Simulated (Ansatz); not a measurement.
The structure below was relaxed with r2SCAN in Ansatz (plane waves to 500 eV, PAW, scalar-relativistic without spin-orbit coupling).

```
CELL_PARAMETERS angstrom
     -1.77934     1.77934     1.77934
      1.77934    -1.77934     1.77934
      1.77934     1.77934    -1.77934
ATOMIC_POSITIONS crystal
  Mg 0.00000 0.00000 0.00000
```

### Question
Find the space group and the Wyckoff positions.

### Answer
Space group Im-3m (No. 229); a = b = c = 3.559 Å, α = β = γ = 90.00°

| atom | site | symmetry | x | y | z |
|---|---|---|---|---|---|
| Mg | 2a | m-3m | 0.0000 | 0.0000 | 0.0000 |

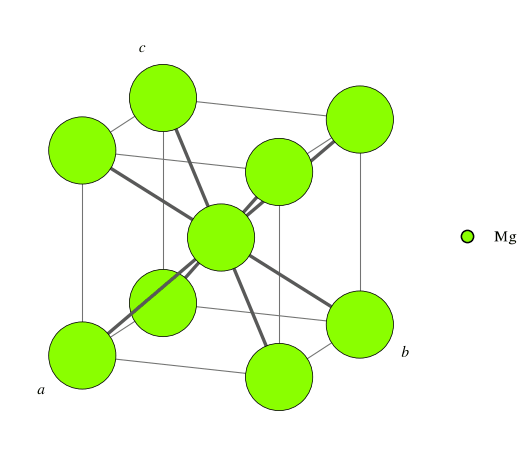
Figure: The conventional cell

No phonon test of stability was made. The cell was made from Ba by this change: Ba → Mg; the result is a model cell, its experimental status unchecked. This is not the structure that Mg has at room temperature and ambient pressure.

Ansatz is a quantum-chemistry and plane-wave program.
